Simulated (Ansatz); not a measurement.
The calculation's input:

```
crystal:
  periodic: [false, false, false]
  atoms:
    - {symbol: C, position_ang: [-2.199895, 0.809217, 0.786962]}
    - {symbol: O, position_ang: [-1.124007, -0.092050, 0.823958]}
    - {symbol: Sb, position_ang: [-0.367507, -0.698659, -0.908648]}
    - {symbol: C, position_ang: [0.933134, -2.081374, 0.093384]}
    - {symbol: Si, position_ang: [1.434109, 1.165406, -0.974716]}
    - {symbol: H, position_ang: [-2.562427, 0.942070, 1.810200]}
    - {symbol: H, position_ang: [-1.906431, 1.796814, 0.404014]}
    - {symbol: H, position_ang: [-3.037757, 0.444789, 0.176245]}
    - {symbol: H, position_ang: [1.256810, -1.623525, 1.027680]}
    - {symbol: H, position_ang: [1.799438, -2.302774, -0.531562]}
    - {symbol: H, position_ang: [0.389689, -3.002770, 0.299185]}
    - {symbol: H, position_ang: [2.229247, 1.159178, 0.283341]}
    - {symbol: H, position_ang: [0.788415, 2.497395, -1.132628]}
    - {symbol: H, position_ang: [2.354583, 0.957285, -2.128616]}
basis:
  gaussian: {orbitals: def2-TZVPP}
hamiltonian: {xc: pbe0, dispersion: d4}
output: {orbitals: {seedname: orbitals}}
```

Launched as:

```sh
ansatz run in.yaml --threads 4 --pin off --events-out ev --progress --plain --max-ram 11315MiB
```

Geometry: PBE0-D4/def2-TZVP; core potentials replace the inner electrons of Sb.

All numbers below come from RKS PBE0-D4/def2-TZVPP (Ansatz 0.2.0).

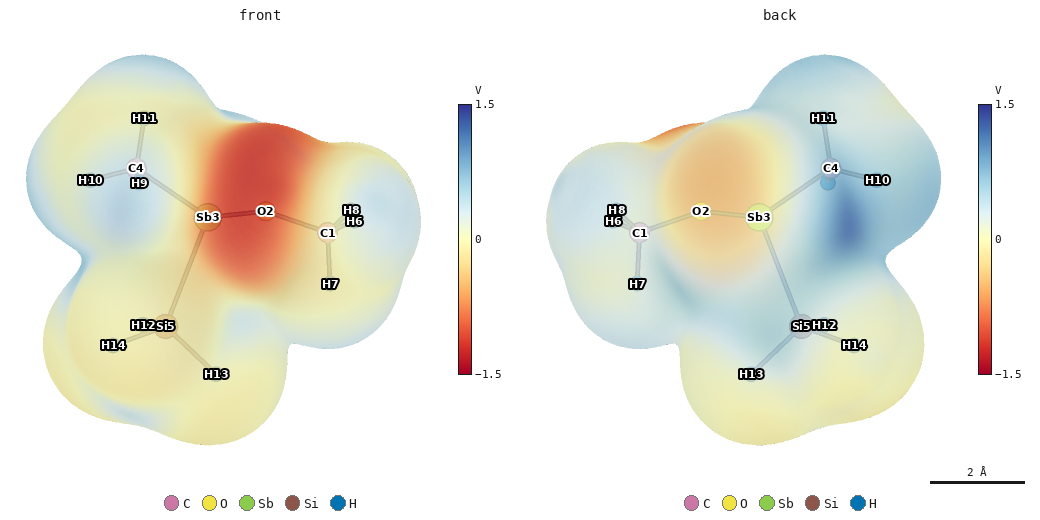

C₂H₉OSbSi. The electrostatic potential painted on the density surface at 0.001 e/bohr³, seen from the front and from behind; the colour scale runs from red (negative) to blue (positive).

Q: Where is the surface potential most negative and most positive?

A: The most negative region (about −1.2 V, or −28 kcal/mol for a unit charge) lies over O2, the most positive (about +1.1 V, or +25 kcal/mol for a unit charge) over Sb3. O2 is the likeliest acceptor of a hydrogen bond.
